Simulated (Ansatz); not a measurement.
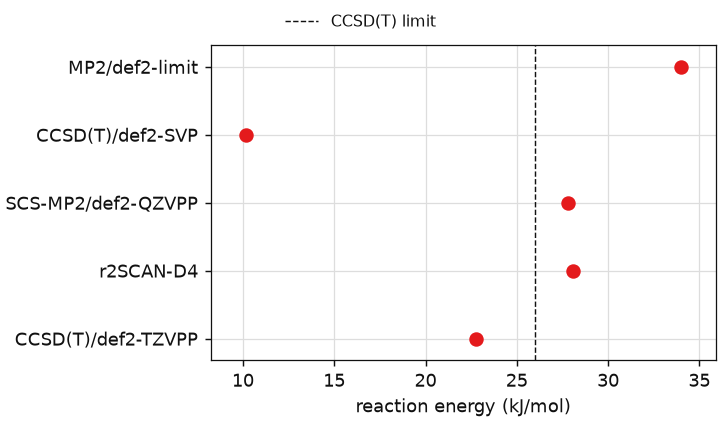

Electronic reaction energy of Si₂NH₇Se (N[SiH]([SiH3])[SeH]) + H₂ ([H][H]) → Si₂H₆Se ([SiH3][SiH2][SeH]) + NH₃ (N) (SMILES in brackets) at several levels (functionals in def2-TZVPP unless a basis is named), isolated molecules at PBE0-D4 triple-zeta geometries, minima by their frequencies, no zero-point or thermal terms, the Ansatz code. The line is frozen-core CCSD(T) at the basis limit (MP2 extrapolated from triple and quadruple zeta, plus CCSD(T) less MP2 in a smaller set). The distance of CCSD(T)/def2-SVP, SCS-MP2/def2-QZVPP and CCSD(T)/def2-TZVPP to the limit includes basis error.

Question: Which level comes closest to the line (CCSD(T) limit), and which misses most?

Answer: Closest SCS-MP2/def2-QZVPP (27.8 kJ/mol), against 26.0 kJ/mol; farthest CCSD(T)/def2-SVP (10.1 kJ/mol).

Question: Give the values.

Answer:
```tsv
level	kJ/mol	less CCSD(T) limit
MP2/def2-limit	34.0	8.0
CCSD(T)/def2-SVP	10.1	−15.8
SCS-MP2/def2-QZVPP	27.8	1.8
r2SCAN-D4	28.1	2.1
CCSD(T)/def2-TZVPP	22.8	−3.2
CCSD(T) limit	26.0	0.0
```

Caveats: no scalar relativity up to krypton; outer-core shells are correlated without core-valence functions, which makes the correlated values less sure.
